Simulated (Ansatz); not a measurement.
# Converging shifted k-point meshes: Cs (Pm, 4 atoms in the cell)

```xyz
4
Lattice="5.5045 0.0000 0.0000 0.0000 9.9524 0.0000 0.0000 0.0000 9.2531" Properties=species:S:1:pos:R:3 pbc="T T T"
Cs     4.0979     6.0410     6.9398
Cs     1.4567     3.9114     2.3133
Cs     4.0479     8.8876     2.3133
Cs     1.4567     1.0648     6.9398
```

Method of the run: LDA (PW92), default PAW files made with PBE (plane waves; Ansatz, a quantum-chemistry and plane-wave program).

Base settings: basis.ecutwfc = 420 eV; kpoints.mp_grid.grid = 5 3 3; hamiltonian.xc = lda; hamiltonian.pseudopotentials = {kind: paw} (the program's default PAW files); scf.occupations.method = fermi_dirac; scf.occupations.width = 0.1 eV.

In this ladder: kpoints.mp_grid.shift = 0.5 0.5 0.5.

Only quantities that move along the ladder and can be compared are tabulated.

The count of work is k-points × plane waves × bands × iterations; it is no time. 

The starting cell comes from a database of computed structures (which also holds hypothetical and non-ambient phases and stackings), without a prior relaxation at this level. Its lattice was rescaled by up to half a per cent. One atom was moved a little off its site on purpose. Ansatz's pressure includes its estimate of the finite-basis (Pulay) stress.

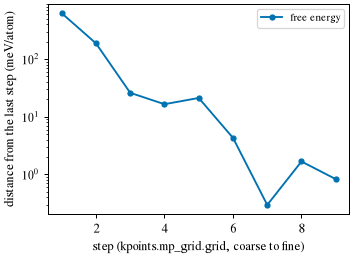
Fig. 1. Distance from the last step along the ladder; very small values are drawn at a floor.

| kpoints.mp_grid.grid | free energy less the last step's (meV/atom) | pressure (GPa) | largest difference of a force vector from the last step's (eV/Å) | count of work / last |
|---|---|---|---|---|
| 1 1 1 | 627.51 | -0.65 | 0.099 | 0.0043 |
| 2 1 1 | 187.92 | -0.16 | 0.009 | 0.0038 |
| 2 1 2 | -26.03 | -0.39 | 0.004 | 0.0033 |
| 2 2 2 | 16.52 | -0.36 | 0.003 | 0.0067 |
| 3 2 2 | 21.20 | -0.38 | 0.002 | 0.010 |
| 4 2 2 | -4.30 | -0.42 | 0.002 | 0.011 |
| 4 2 3 | 0.30 | -0.42 | 0.001 | 0.027 |
| 5 3 3 | 1.67 | -0.42 | 0.000 | 0.053 |
| 7 4 4 | 0.83 | -0.42 | 0.000 | 0.093 |
| 15 8 9 | 0.00 | -0.42 | 0.000 | 1.0 |

Coarsest kpoints.mp_grid.grid that holds the free energy within 5 meV/atom of the last step, with all finer ones: 4 2 2, at 0.011 of the last step's count of work; the step before is off by 21 meV/atom.

Coarsest kpoints.mp_grid.grid that holds the forces within 0.005 eV/Å of the last step, with all finer ones: 2 1 2, at 0.0033 of the last step's count of work; the step before is off by 0.009 eV/Å.

Coarsest kpoints.mp_grid.grid that holds the pressure within 0.2 GPa of the last step, with all finer ones: 2 1 2, at 0.0033 of the last step's count of work; the step before is off by 0.26 GPa.

Keys are those of Ansatz 0.2.
